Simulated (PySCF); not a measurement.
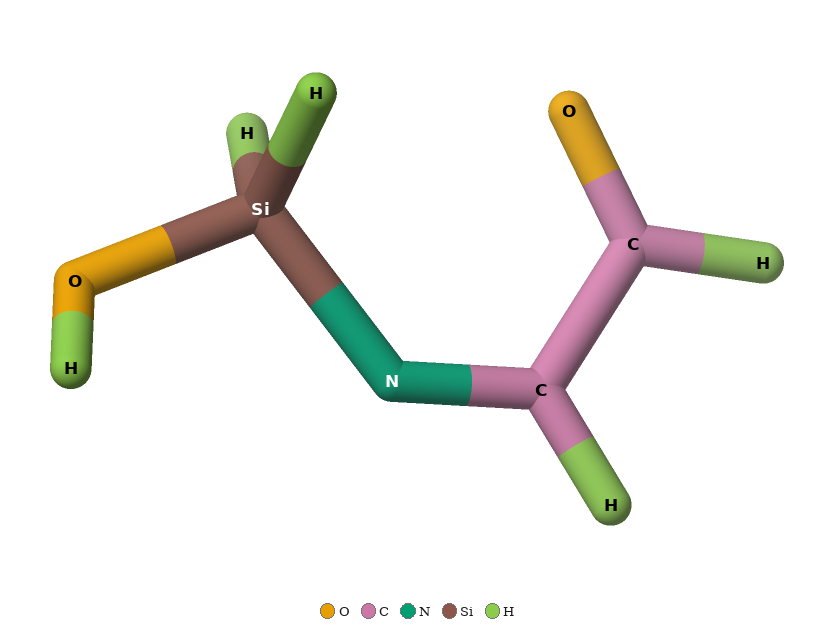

Stick drawing of a structure.

The computed structure is the end point of a PBE0-D3(BJ)/def2-SVP optimisation. No frequency run is at hand to confirm it as a minimum.

Count the atoms of each element.

C₂H₅NO₂Si, 11 atoms: 2 carbon, 5 hydrogen, 1 nitrogen, 2 oxygen and 1 silicon.

Give a SMILES string for it.

O=C/C=N\[SiH2]O

More results for the same structure follow; atom numbers are the same in all pictures, views and colours differ.

### Symmetry

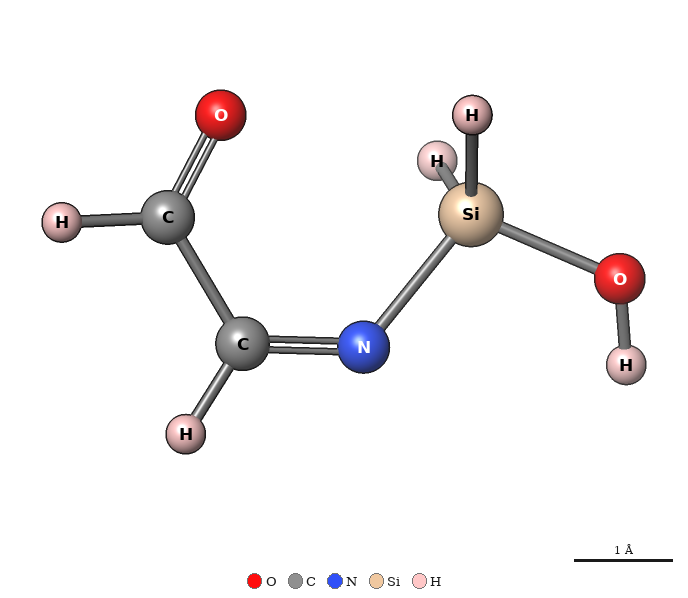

Atoms fade into the background with distance from the viewer. No frequency run is at hand to confirm it as a minimum. Masses are those of the most abundant isotopes; constants are for the rigid equilibrium geometry.

What kind of rotor is it, and what are its rotational constants in cm⁻¹?

An asymmetric top (C1): A = 0.239, B = 0.0606, C = 0.0494 cm⁻¹. Ray's parameter κ is −0.88, close to the prolate limit.

### Dipole moment

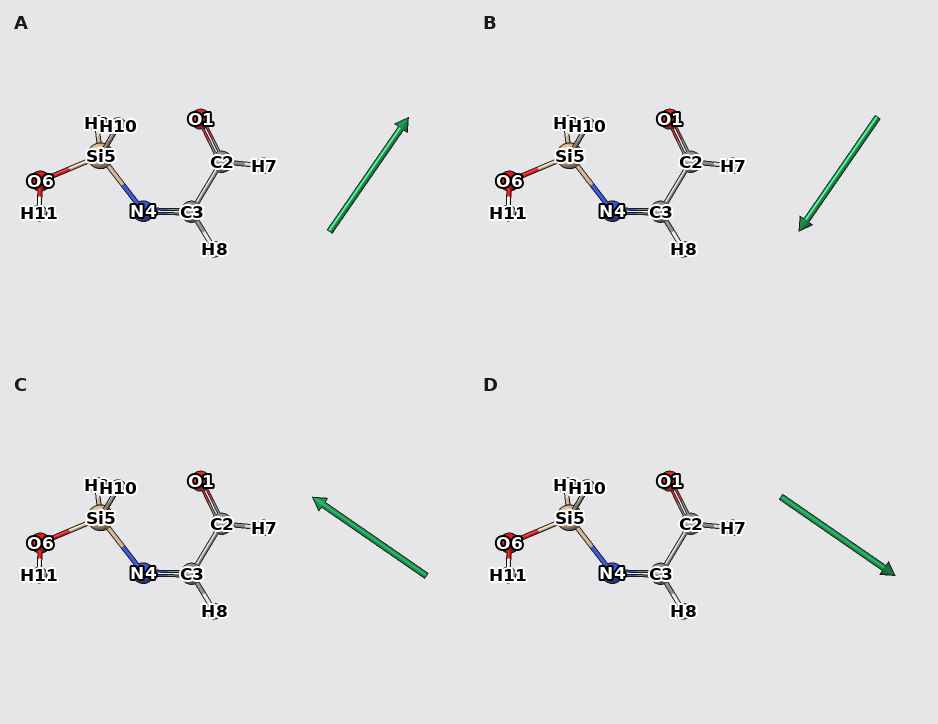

The same molecule four times, each with an arrow. No frequency run is at hand to confirm it as a minimum. Level of theory: LDA/pcSseg-2, gas phase (PySCF 2.14.0).

Which arrow points along the dipole moment, from the negative to the positive end?

D. The dipole moment is 3.28 D; it points from the side of O6 to the side of H8 (the outermost atoms at the two ends).

### NMR shielding

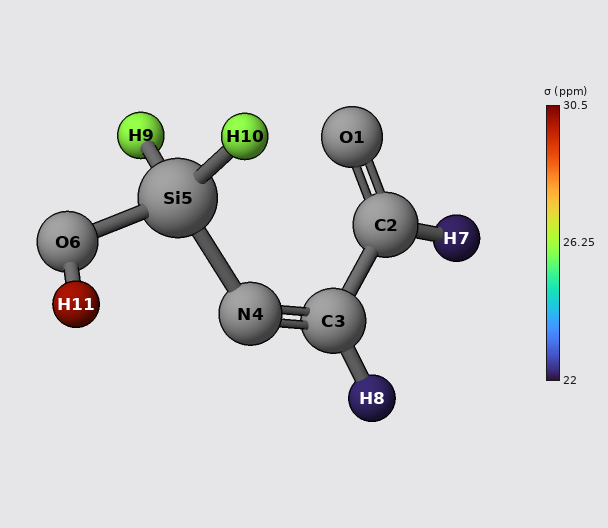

Atoms are coloured by their isotropic NMR shieldings (H only, the others grey). No frequency run is at hand to confirm it as a minimum. Properties computed with GIAO KT3/pcSseg-2 NMR shielding, non-relativistic, gas phase (PySCF 2.14.0).

Give the isotropic NMR shieldings of the H atoms atom by atom.

```csv
atom,σ (ppm)
H7,22.20
H8,22.28
H9,26.08
H10,26.02
H11,30.02
```

### Bond orders

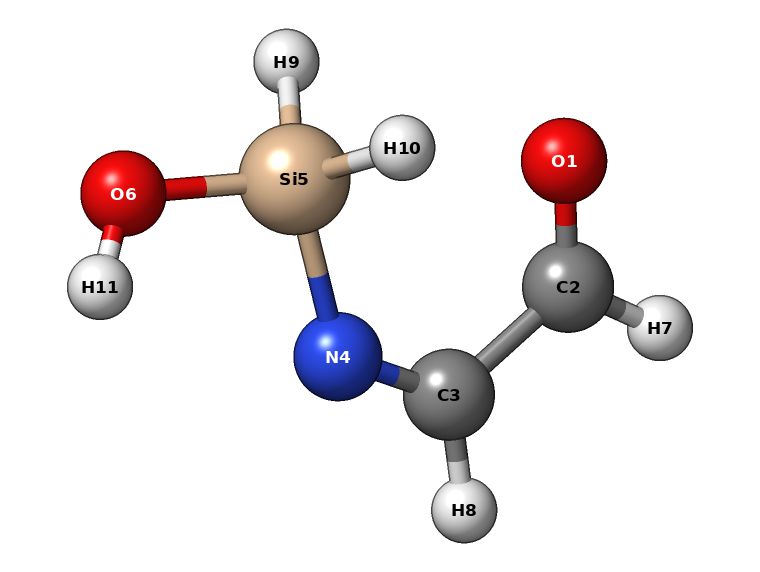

Every bond is drawn as one stick. No frequency run is at hand to confirm it as a minimum. Method: PBE0/6-31G (PySCF 2.14.0).

List the Mayer bond orders of O1–C2, C2–C3, C2–H7, C3–N4, C3–H8, N4–Si5, Si5–O6, Si5–H9, Si5–H10, O6–H11.

| bond | Mayer order | length (Å) |
| --- | --- | --- |
| O1–C2 | 1.79 | 1.205 |
| C2–C3 | 0.90 | 1.507 |
| C2–H7 | 0.86 | 1.116 |
| C3–N4 | 1.86 | 1.261 |
| C3–H8 | 0.89 | 1.107 |
| N4–Si5 | 0.74 | 1.776 |
| Si5–O6 | 0.82 | 1.662 |
| Si5–H9 | 0.90 | 1.484 |
| Si5–H10 | 0.86 | 1.492 |
| O6–H11 | 0.78 | 0.962 |
